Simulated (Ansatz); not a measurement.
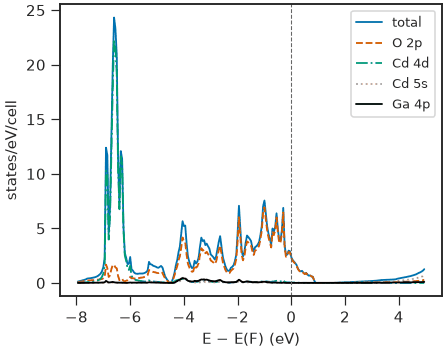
*Total and projected density of states of CdGaO3 in space group P4mm (No. 99; Ga on 1b, Cd on 1a, O on 2c, O on 1b), the program Ansatz at the r²SCAN+D4 level (PAW)*

Task: Which orbitals carry the states next to the Fermi level?

Result: Within 0.5 eV of the Fermi level: O 2p 95 %. Projections are on Löwdin-orthogonalised atomic valence shells; empty p or d shells of many metals are not among them.

Task: Where is the tallest occupied peak in this window, and what makes it?

Result: Near -6.6 eV, about 24 states/eV per cell; the largest projected share is Cd 4d.

The start of the workflow was typed in or built on a structure type; neither database checked (COD, Materials Project) lists it. Whether it is the stable phase at ambient conditions was not checked. The cell was relaxed with r²SCAN+D4 under the symmetry of its start; whether a distortion lowers the energy is not shown. With an odd number of electrons in the cell and no spin polarisation, the count alone makes it a metal. Scalar-relativistic: spin–orbit coupling is off unless named, which matters more the heavier the elements.

Potentials: the earlier of the program's two PAW sets.
